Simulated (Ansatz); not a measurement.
**B3LYP/6-31G(d) (Cartesian functions) run of B2H2S2O (SMILES SB1OBS1)**

Aim: the vertical ionisation energy of B2H2S2O at B3LYP/6-31G* (Cartesian functions), from 2 runs. 

The calculation is run with Ansatz 0.2.0.

67 further runs of the same task are left out: 67 set aside as unsound or not needed. Runs told in other sessions of the task aren't counted.

### 1 The system as given

B2H2S2O: 7 atoms, total charge 0, spin state singlet. As SMILES, `SB1OBS1`. The shape is that of a PBE0-D4/def2-TZVP optimisation. This is one conformer, not always the lowest.

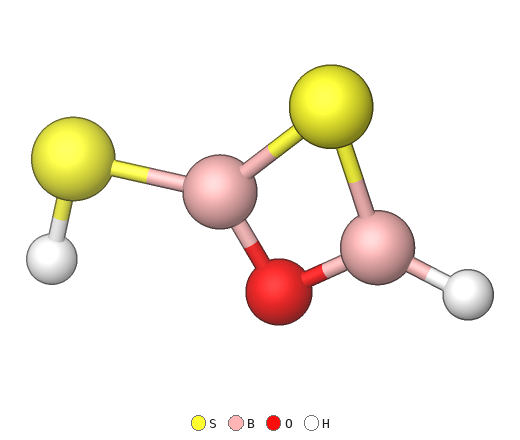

The structure, seen from a chosen angle (sulfur yellow, boron pink, oxygen red, hydrogen white).

### 2 A single-point energy at B3LYP/6-31G(d) (Cartesian functions)

Input file in.yaml:

```yaml
crystal:
  periodic: [false, false, false]
  atoms:
    - {symbol: S, position_ang: [-1.594700, 0.794600, 1.402500]}
    - {symbol: B, position_ang: [-0.211900, 0.312100, 0.389500]}
    - {symbol: O, position_ang: [-0.181400, -0.697300, -0.571400]}
    - {symbol: B, position_ang: [1.146800, -0.395600, -0.834200]}
    - {symbol: S, position_ang: [1.501400, 0.981700, 0.321000]}
    - {symbol: H, position_ang: [-2.432400, -0.120800, 0.882800]}
    - {symbol: H, position_ang: [1.833600, -0.942500, -1.636000]}
basis:
  gaussian:
    orbitals: "6-31G*"
magnetization:
  spin_polarized: false
accuracy: high
output:
  orbitals: {seedname: orbitals}
hamiltonian:
  xc: {name: B3LYP}
```

The run is started by

```
$ ansatz run in.yaml --threads 1 --pin off --max-ram 2610MiB --events-out events.jsonl --progress --plain --runs-dir runs
```

The log of the run:

```text
Warning: RAYON_NUM_THREADS=1 ignored (pool sized by the plan → 1); use --threads N
Functional definition: B3LYP
  name "B3LYP"
  parameter a0 = 0.2
  parameter ax = 0.72
  parameter ac = 0.81
  exchange = (1 - a0 - ax)*slater_x + ax*b88_x + a0*exact_x
  correlation = (1 - ac)*vwn_rpa_c + ac*lyp_c
1848 factors; integrals over basis functions are off by at most 3.5e-9 eV
mean field evaluation 1: about -25103.2373 eV, gradient 4.3e1 eV
mean field evaluation 2: about -25095.8768 eV, gradient 7.6e1 eV
mean field evaluation 4: about -25106.5041 eV, gradient 2.5e0 eV
mean field evaluation 8: about -25106.6819 eV, gradient 2.5e-1 eV
mean field evaluation 16: about -25106.6821 eV, gradient 8.5e-5 eV
mean field -25106.68207841 eV, -922.6535484612 hartree, gradient 7.8e-8 eV, S^2 0.000000; 0 other end points of the search recorded, 0 dependent functions left out
reference -25106.68211531 eV, -922.6535498174 hartree; 26, 26 occupied and 61, 61 virtual orbitals, 1848 factors
Total energy: -25106.68211531 eV, -922.6535498174 hartree
```

It took 8.1 s on 1 thread of Arm Neoverse V2, shared host; peak memory 0.29 GiB.

### 3 The doublet cation, same level

Input file molecule.yaml:

```yaml
crystal:
  periodic: [false, false, false]
  atoms:
    - symbol: S
      position_ang: [-1.594700, 0.794600, 1.402500]
    - symbol: B
      position_ang: [-0.211900, 0.312100, 0.389500]
    - symbol: O
      position_ang: [-0.181400, -0.697300, -0.571400]
    - symbol: B
      position_ang: [1.146800, -0.395600, -0.834200]
    - symbol: S
      position_ang: [1.501400, 0.981700, 0.321000]
    - symbol: H
      position_ang: [-2.432400, -0.120800, 0.882800]
    - symbol: H
      position_ang: [1.833600, -0.942500, -1.636000]
basis:
  gaussian:
    orbitals: "6-31G*"
total_charge: 1
magnetization:
  spin_polarized: true
  initial_magnetization: 1
hamiltonian:
  xc: {name: B3LYP}
accuracy: high
output: {orbitals: {seedname: orbitals}}
```

The run is started by

```
$ ansatz run molecule.yaml --threads 1 --pin off --max-ram 2610MiB --events-out events.jsonl --progress --plain --runs-dir runs
```

The log of the run, cut to the lines that bear on the results:

```text
Warning: RAYON_NUM_THREADS=1 ignored (pool sized by the plan → 1); use --threads N
[... 7 set-up lines as earlier in the session ...]
1849 factors; integrals over basis functions are off by at most 3.5e-9 eV
mean field evaluation 1: about -25086.7859 eV, gradient 5.0e1 eV
mean field evaluation 2: about -25005.0729 eV, gradient 1.3e2 eV
mean field evaluation 4: about -25096.2306 eV, gradient 7.8e0 eV
mean field evaluation 8: about -25096.6595 eV, gradient 8.5e-1 eV
mean field evaluation 16: about -25096.8309 eV, gradient 3.8e-3 eV
mean field evaluation 32: about -25096.8309 eV, gradient 5.8e-8 eV
mean field -25096.83094694 eV, -922.2915260572 hartree, gradient 5.8e-8 eV, S^2 0.760007; 2 other end points of the search recorded, 0 dependent functions left out
reference -25096.83098308 eV, -922.2915273852 hartree; 26, 25 occupied and 61, 62 virtual orbitals, 1849 factors
Total energy: -25096.83098308 eV, -922.2915273852 hartree
```

Wall time 18 s (1 thread of Arm Neoverse V2, shared host); peak memory 0.42 GiB.

### 4 Summary of results

Level: B3LYP/6-31G* (Cartesian functions).

```
                                          quantity          value
                     singlet B2H2S2O: total energy  -922.65355 Eh
                      singlet B2H2S2O: HOMO energy       -7.51 eV
                      singlet B2H2S2O: LUMO energy       -1.24 eV
                    singlet B2H2S2O: HOMO–LUMO gap        6.27 eV
                      doublet cation: total energy  -922.29153 Eh
doublet cation: HOMO energy (highest over α and β)      -13.61 eV
 doublet cation: LUMO energy (lowest over α and β)      -12.15 eV
                              doublet cation: ⟨S²⟩          0.760
vertical ionisation energy (to the doublet cation)       9.851 eV
```

In words: Removing an electron at fixed nuclei costs 9.85 eV (950 kJ/mol). −ε(HOMO) before ionisation, 7.51 eV, is 2.34 eV below this ionisation energy.
